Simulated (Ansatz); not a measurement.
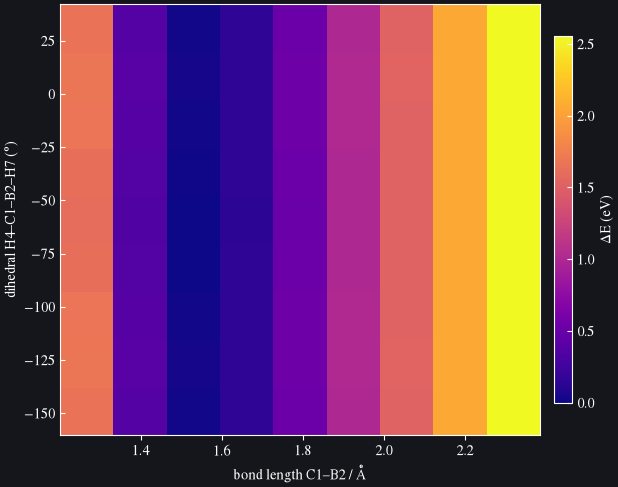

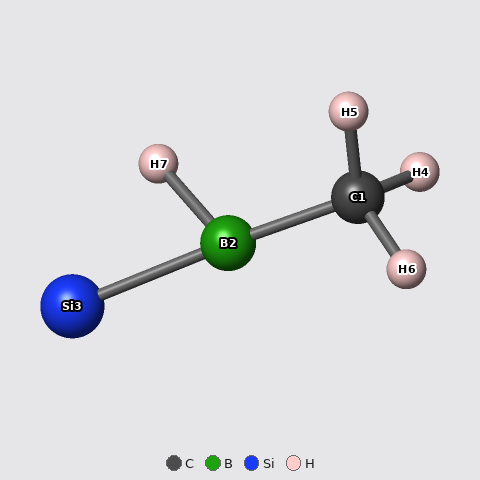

Energy landscape of CH4BSi, spin multiplicity 2. The first coordinate is: bond length C1–B2; the second: dihedral H4–C1–B2–H7. Nothing is relaxed (all other coordinates rigid). The scan uses a 9 × 9 grid. Energies: eV, counted from the lowest grid point. These are results of UKS B3LYP-D4/def2-TZVP in Ansatz 0.2.0, not measurements.

Drawn: one coloured cell a grid point. The second picture is the structure at the lowest point.

> Describe this landscape.

The lowest grid point is at bond length C1–B2 = 1.530 Å, dihedral H4–C1–B2–H7 = −59.0°. The energy also falls towards the edge at bond length C1–B2 = 1.530 Å, dihedral H4–C1–B2–H7 = 31.0° (0.020 eV above the lowest) and bond length C1–B2 = 1.530 Å, dihedral H4–C1–B2–H7 = −149.0° (0.020 eV above the lowest), where a further well may lie outside the range. The highest grid point, bond length C1–B2 = 2.318 Å, dihedral H4–C1–B2–H7 = 8.5°, lies 2.55 eV above the lowest.

The whole map (81 points run) took 10 min on 1 thread of Arm Neoverse V1 (shared host).
